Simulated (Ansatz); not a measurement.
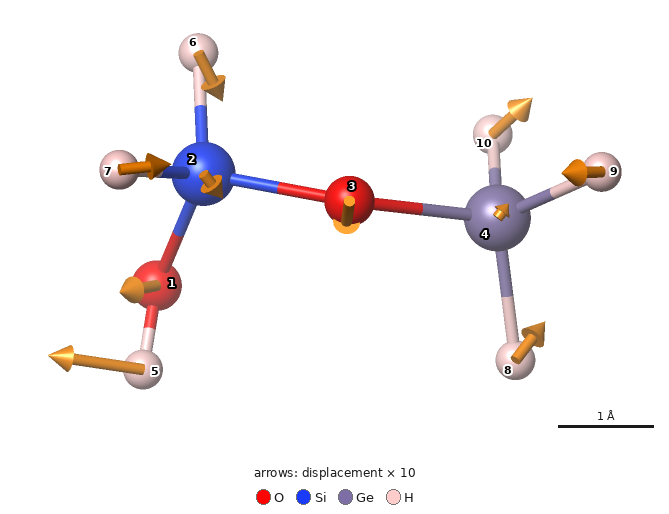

This is a relaxation of GeSiH6O2. The starting structure is drawn; orange arrows show the displacements, 10 times their true length. The two geometries are superimposed by the best rigid fit.

A ball-and-stick model, seen at a tilt.

The start comes from PBE-D4/def2-SVP.

Level of theory: RKS PBE0-D4/def2-TZVP (Ansatz).

Input file:
```yaml
crystal:
  periodic: [false, false, false]
  atoms:
    - {symbol: O, position_ang: [-1.201755, 1.252899, -1.235038]}
    - {symbol: Si, position_ang: [-0.156653, 1.397697, 0.072740]}
    - {symbol: O, position_ang: [0.024027, -0.041528, 0.902668]}
    - {symbol: Ge, position_ang: [0.593463, -1.646497, 0.302089]}
    - {symbol: H, position_ang: [-2.132839, 1.091082, -1.000639]}
    - {symbol: H, position_ang: [1.135941, 1.836805, -0.548875]}
    - {symbol: H, position_ang: [-0.666335, 2.378309, 1.091181]}
    - {symbol: H, position_ang: [-0.637840, -2.445712, -0.201570]}
    - {symbol: H, position_ang: [1.246660, -2.336587, 1.524181]}
    - {symbol: H, position_ang: [1.620431, -1.425768, -0.843436]}
basis:
  gaussian: {orbitals: def2-TZVP}
hamiltonian: {xc: pbe0, dispersion: d4}
relax: {f_tol: 0.005, max_steps: 150}
```

Run as
```bash
ansatz run in.yaml --threads 4 --pin off --events-out ev --progress --plain --max-ram 10444MiB
```

### What did the optimiser do to the structure, and how much energy did it gain?

The largest move after the best rigid fit is that of H5, 0.11 Å. By element the largest moves are H 0.11 Å, O 0.08 Å, Si 0.04 Å, Ge 0.02 Å. Some distances before and after: Si2–O3 1.671 → 1.628 Å, O1–Si2 1.680 → 1.644 Å, O3–Ge4 1.806 → 1.779 Å, Si2–H6 1.500 → 1.482 Å. Among the angles between lasting bonds that change: Si2–O3–Ge4 129.4° → 133.2°, Si2–O1–H5 114.9° → 117.7°. The energy falls by 0.076 eV in 8 accepted moves (10 points after the start). Largest force component: 1 eV/Å at the start, 0.0049 eV/Å at the end. The line search rejected the trial steps at points 3, 8 of the run. Cost: 32 s on 4 threads of Arm Neoverse V2, with other jobs on the host.
